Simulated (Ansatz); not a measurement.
**C4H10OSi: phonon calculation**

- system: C4H10OSi, SMILES C=CC(C)(O)[SiH3]
- method: RKS PBE0/cc-pVDZ (Ansatz 0.2.0)

It belongs to a series of runs on one base structure; here: vibrations at the highest image of the band. Figures and captions count atoms from 1; the log counts them from 0 in places.

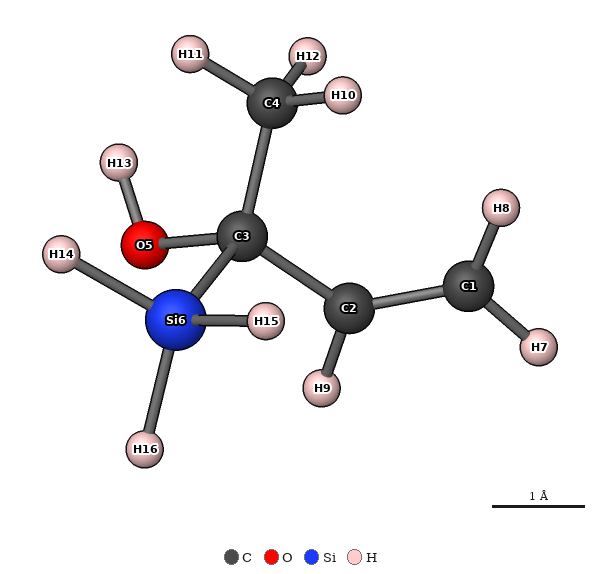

The input geometry (ball-and-stick view, seen at a tilt; atoms are numbered from 1 in the order of the input). Bond lengths as drawn: C–C 1.34 to 1.52 Å, C–H 1.09 to 1.10 Å, C–O 1.44 Å, C–Si 1.93 Å, H–O 0.96 Å and H–Si 1.50 Å.

### The input
```yaml
crystal:
  periodic: [false, false, false]
  atoms:
    - { symbol: C, position_ang: [0.120515, -2.08931, -0.72851] }
    - { symbol: C, position_ang: [-0.667172, -1.026622, -0.547474] }
    - { symbol: C, position_ang: [-0.246211, 0.364141, -0.171061] }
    - { symbol: C, position_ang: [1.182539, 0.699882, -0.564284] }
    - { symbol: O, position_ang: [-1.183149, 1.276173, -0.779466] }
    - { symbol: Si, position_ang: [-0.531265, 0.615829, 1.723062] }
    - { symbol: H, position_ang: [-0.304761, -3.065886, -0.969251] }
    - { symbol: H, position_ang: [1.208741, -2.036381, -0.639505] }
    - { symbol: H, position_ang: [-1.753168, -1.133154, -0.648051] }
    - { symbol: H, position_ang: [1.909666, 0.046278, -0.060314] }
    - { symbol: H, position_ang: [1.431197, 1.737438, -0.288123] }
    - { symbol: H, position_ang: [1.317832, 0.57788, -1.653093] }
    - { symbol: H, position_ang: [-0.671205, 1.923911, -1.277999] }
    - { symbol: H, position_ang: [-0.242094, 2.049831, 2.060077] }
    - { symbol: H, position_ang: [0.365322, -0.271655, 2.538718] }
    - { symbol: H, position_ang: [-1.959787, 0.308945, 2.049575] }
basis:
  gaussian: { orbitals: cc-pVDZ }
hamiltonian:
  xc: pbe0
phonons: {}
```

Launch command:
```bash
ansatz run input.yaml --threads 2 --pin off --max-ram 3072MiB --backend cpu --events-out ev --progress --plain --runs-dir out
```

### What the program printed
```
Engine: ansatz 0.2.0, x86_64-unknown-linux-gnu
Functional definition: PBE0
  parameter a = 0.25
  parameter kappa = 0.804
  parameter beta = 0.06672455060314922
  exchange = (1 - a)*pbe_x(kappa = kappa, mu = beta*pi^2/3) + a*exact_x
  correlation = pbe_c(beta = beta)
1483 factors; integrals over basis functions are off by at most 4.8e-4 eV
mean field evaluation 1: about -14216.9973 eV, gradient 5.5e1 eV
mean field evaluation 2: about -14215.0737 eV, gradient 6.3e1 eV
mean field evaluation 4: about -14223.9709 eV, gradient 3.1e0 eV
mean field evaluation 8: about -14224.0506 eV, gradient 1.1e-1 eV
mean field evaluation 16: about -14224.0506 eV, gradient 2.5e-5 eV
mean field -14224.05057995 eV, -522.7242174055 hartree, gradient 2.5e-5 eV, S^2 0.000000; 0 other end points of the search recorded, 0 dependent functions left out
the calculation of the forces begins
reference -14224.05061097 eV, -522.7242185454 hartree; 28, 28 occupied and 110, 110 virtual orbitals, 1483 factors
these checks for a lower state are left out or cut short: stability, starts, cluster_reference, orbital_swaps, neighbouring_geometries, increment
1483 factors; integrals over basis functions are off by at most 4.8e-4 eV
mean field -14224.05035550 eV, -522.7242091570 hartree, gradient 1.1e-6 eV, S^2 0.000000; 0 other end points of the search recorded, 0 dependent functions left out
[... from here on the field's lines of each further geometry are left out, up to the last ...]
the calculation of the forces begins
reference -14224.05060812 eV, -522.7242184407 hartree; 28, 28 occupied and 110, 110 virtual orbitals, 1483 factors
these checks for a lower state are left out or cut short: stability, starts, cluster_reference, orbital_swaps, neighbouring_geometries, increment
1483 factors; integrals over basis functions are off by at most 4.8e-4 eV
mean field -14224.05056632 eV, -522.7242169047 hartree, gradient 2.2e-6 eV, S^2 0.000000; 0 other end points of the search recorded, 0 dependent functions left out
the calculation of the forces begins
reference -14224.05059734 eV, -522.7242180444 hartree; 28, 28 occupied and 110, 110 virtual orbitals, 1483 factors
WARN: phonons: modes at or below zero, which the zero-point energy, F, S and C_V leave out: 1, the lowest at -331.86 cm⁻¹. A minimum has none, and a first-order saddle one
Total energy: -14224.05061097 eV, -522.7242185454 hartree
Atom 0 at     0.120515    -2.089310    -0.728510 Å, force    -0.002075    -0.007490     0.006119 eV/Å
Atom 1 at    -0.667172    -1.026622    -0.547474 Å, force     0.010558     0.010530    -0.002968 eV/Å
Atom 2 at    -0.246211     0.364141    -0.171061 Å, force    -0.040007     0.015872    -0.007705 eV/Å
Atom 3 at     1.182539     0.699882    -0.564284 Å, force     0.027445    -0.000990     0.002014 eV/Å
Atom 4 at    -1.183149     1.276173    -0.779466 Å, force     0.026809    -0.004132     0.007622 eV/Å
Atom 5 at    -0.531265     0.615829     1.723062 Å, force     0.004065    -0.011251    -0.000145 eV/Å
Atom 6 at    -0.304761    -3.065886    -0.969251 Å, force    -0.003106     0.000130     0.000218 eV/Å
Atom 7 at     1.208741    -2.036381    -0.639505 Å, force    -0.001077     0.004758     0.002210 eV/Å
Atom 8 at    -1.753168    -1.133154    -0.648051 Å, force    -0.000952    -0.008326    -0.004135 eV/Å
Atom 9 at     1.909666     0.046278    -0.060314 Å, force    -0.005061     0.001506    -0.001491 eV/Å
Atom 10 at     1.431197     1.737438    -0.288123 Å, force    -0.004039     0.000964    -0.001315 eV/Å
Atom 11 at     1.317832     0.577880    -1.653093 Å, force    -0.003472     0.000205    -0.002172 eV/Å
Atom 12 at    -0.671205     1.923911    -1.277999 Å, force    -0.009551    -0.003034    -0.000050 eV/Å
Atom 13 at    -0.242094     2.049831     2.060077 Å, force     0.003759     0.000810    -0.002123 eV/Å
Atom 14 at     0.365322    -0.271655     2.538718 Å, force    -0.001305     0.001636     0.001760 eV/Å
Atom 15 at    -1.959787     0.308945     2.049575 Å, force    -0.001990    -0.001188     0.002159 eV/Å
Dipole moment:     0.322855     0.066040    -0.172553 e Å
Vibrations: -331.86 76.37 175.12 196.26 210.23 261.88 283.87 317.93 398.06 489.32 557.43 614.83 639.98 723.83 875.32 902.01 924.19 930.87 932.18 937.26 1021.93 1033.60 1093.49 1134.86 1176.93 1304.89 1348.56 1382.44 1425.20 1461.90 1465.29 1721.81 2194.41 2205.88 2226.64 3038.08 3122.93 3148.37 3166.73 3181.11 3263.81 3850.21 cm⁻¹, zero-point energy 3.435355 eV
```

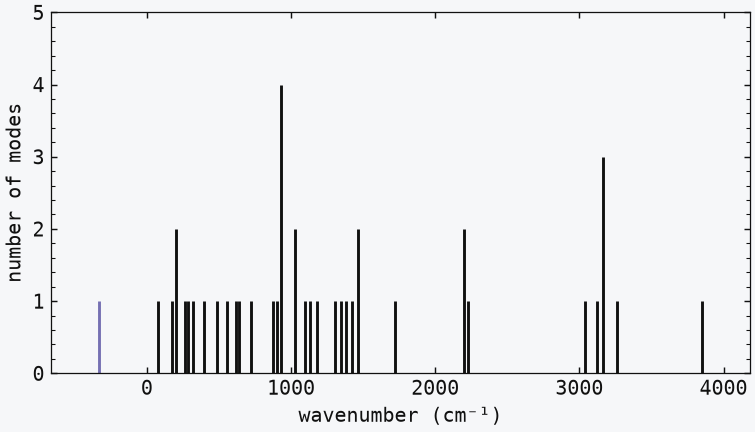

Harmonic vibrational wavenumbers from the force constants; neighbouring modes closer than 19 cm⁻¹ are counted in one stick, and imaginary ones are drawn at negative wavenumbers. 42 modes from 332i to 3850 cm⁻¹, 1 imaginary beyond 8i (332i cm⁻¹): a first-order saddle point, if the geometry is stationary.

### Summary

- outcome: converged
- total energy: −14224.0506 eV
- mean-field energy: −14224.0506 eV
- largest force (length of the vector): 0.044 eV/Å
- hardware: 2 threads of Intel Xeon @ 2.50GHz (Skylake/Cascade Lake), 16 GiB of memory available, shared host
- wall time: 7 min (CPU time 14 min)
- peak memory: 0.4 GiB
